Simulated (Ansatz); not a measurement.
F4OSi2

```yaml
atoms:
  - { symbol: F, position_ang: [-3.9373, 0.1568, 0.6642] }
  - { symbol: F, position_ang: [-2.0665, -1.2541, 1.6750] }
  - { symbol: F, position_ang: [-1.4950, 1.1348, -2.4903] }
  - { symbol: F, position_ang: [0.3756, -0.2763, -1.4791] }
  - { symbol: O, position_ang: [-2.2313, -1.1483, -1.0939] }
  - { symbol: Si, position_ang: [-2.4480, -0.3693, 0.3948] }
  - { symbol: Si, position_ang: [-1.1558, 0.1482, -1.2742] }
```

Geometry: r2SCAN-D4/def2-SVP.

The calculation used Ansatz, isolated molecule in a Gaussian basis; Kohn-Sham density functional theory, functional PBE0.

Q: Predict the electron density and electron localisation function between the atoms.

A: Si–F (1.60 Å): ρ is about 1.1 e/Å³ halfway; the ELF peaks at about 0.85 in the valence shell of F, 0.6 Å from its nucleus, and is about 0.45 at the midpoint.
Si–Si (2.17 Å): ρ at the midpoint is about 0.64 e/Å³; the ELF peaks at about 0.70 between the atoms.

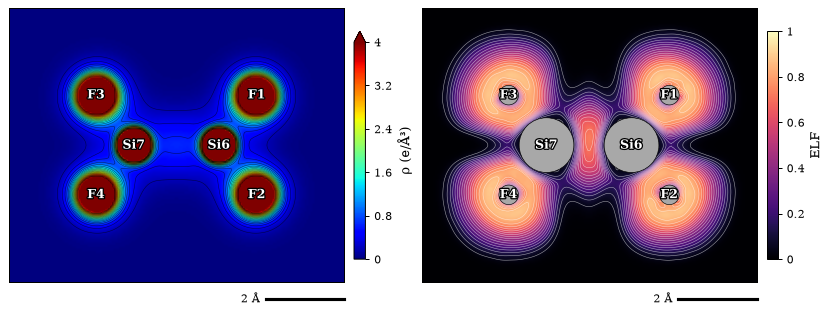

Computed electron density and electron localisation function on the plane of atoms F1, Si6 and Si7, in this order. Grey discs cover the atomic cores in the ELF map. 
